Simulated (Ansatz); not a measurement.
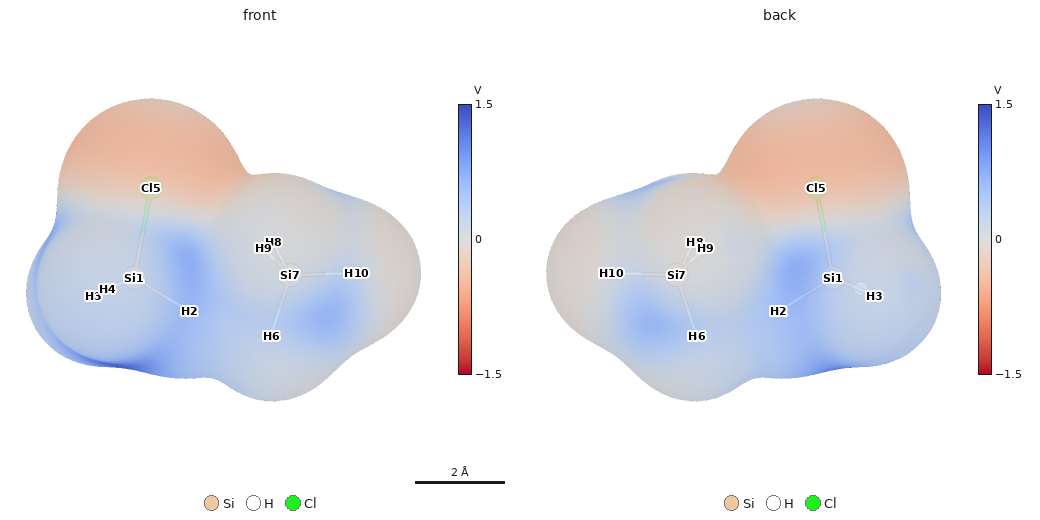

ClH3Si···SiH4. The electrostatic potential painted on the density surface at 0.001 e/bohr³, seen from the front and from behind; red is negative and blue positive.

Not at a stationary point (largest force 1.2 eV/Å).

The calculation used RKS PBE0/def2-SVP in Ansatz 0.2.0.

Input

```
crystal:
  periodic: [false, false, false]
  atoms:
    - { symbol: Si, position_ang: [-0.6144, 0.9453, -0.6294] }
    - { symbol: H, position_ang: [-1.2869, -0.6812, 0.0423] }
    - { symbol: H, position_ang: [-1.2166, 0.3761, -1.8411] }
    - { symbol: H, position_ang: [-1.6577, 1.4533, 0.2688] }
    - { symbol: Cl, position_ang: [0.2417, 2.6664, -1.3367] }
    - { symbol: H, position_ang: [-0.6995, -1.302, 0.5004] }
    - { symbol: Si, position_ang: [1.0586, -0.6269, 0.5658] }
    - { symbol: H, position_ang: [0.5971, -0.7556, 1.9524] }
    - { symbol: H, position_ang: [1.1129, -1.8758, -0.2019] }
    - { symbol: H, position_ang: [2.4649, -0.1996, 0.6794] }
basis:
  gaussian: { orbitals: def2-SVP }
hamiltonian:
  xc: pbe0
relax:
  f_tol: 0.15
  max_steps: 25
  restrain:
    - { distance: [0, 6], at: 3.52, k: 30.0 }
    - { distance: [5, 1], at: 1.92, k: 30.0 }
    - { distance: [0, 1], at: 1.42, k: 30.0 }
    - { distance: [5, 6], at: 1.42, k: 30.0 }
output:
  orbitals: {}
```

Command:

```sh
ansatz run input.yaml --threads 2 --pin off --max-ram 3072MiB --backend cpu --events-out ev --progress --plain --runs-dir out
```

The fields are those of the run's last geometry, not of the input's.

Question: Where is the surface potential most negative and most positive?

Answer: The most negative region (about −0.5 V, or −12 kcal/mol for a unit charge) lies over Cl5, the most positive (about +1.3 V, or +30 kcal/mol for a unit charge) over Si1.
